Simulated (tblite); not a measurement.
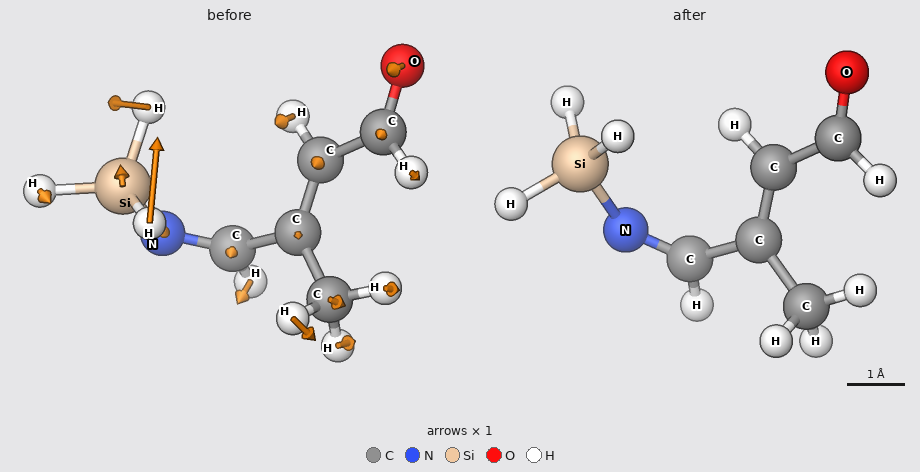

The structure of C₅H₉NOSi before (left) and after (right) a relaxation, at one scale. The orange arrows give the displacements, at their true length.

A ball-and-stick model, seen face on.

Theory: tblite 0.8.0, GFN2-xTB geometry optimisation, gas phase. 

**Summarise the run.**

An H atom moves most after the best rigid fit: 1.56 Å. Largest moves by element: H 1.56 Å, O 0.61 Å, Si 0.43 Å, C 0.41 Å, N 0.25 Å. Near-neighbour distances that change, for instance: N–Si 1.745 → 1.719 Å, C–C 1.498 → 1.476 Å, C–N 1.273 → 1.251 Å, C–O 1.225 → 1.207 Å. Among the angles between lasting bonds that change: C–N–Si 122.9° → 138.7°, N–Si–H 107.8° → 118.5°, N–Si–H 109.2° → 101.6°. Groups turn about N–Si by about 40°, C–C by about 30°. The energy falls by 27.3 kJ/mol in 109 geometry steps.
